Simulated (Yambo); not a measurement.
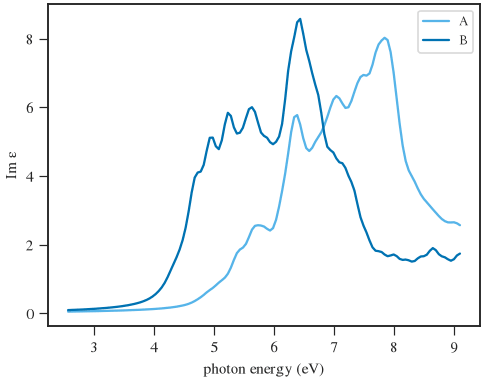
Two computed absorption spectra of NaBaIrH₆ (space group F-43m, No. 216) (Yambo, PBEsol bands with the same scissor, field along x)

Which curve includes the electron-hole attraction (BSE), and where are its main peaks?

Curve B: the attraction moves weight to lower energy (centre of the plotted range 6.3 eV against 7.2 eV). Its peaks lie at 5.6 eV, 6.4 eV, 8.6 eV. Settings: 6×6×6 mesh, 9 valence and 7 conduction bands, static screening with 65 bands and a 3 Ry block, scissor 1.33 eV, Tamm-Dancoff. The scissor comes from a G0W0 run whose convergence isn't established. Broadening 0.15 eV. The band window holds all transitions up to 9.1 eV. Fine structure above the onset can come from the mesh.

Spin-orbit coupling is not included.

Geometry of the Materials Project entry, not relaxed at this level; primitive cell a = b = c = 5.5473 Å, α = β = γ = 60.00°.

The structure is a Materials Project entry; no match was found in the copy of COD used, and its stability was not checked.
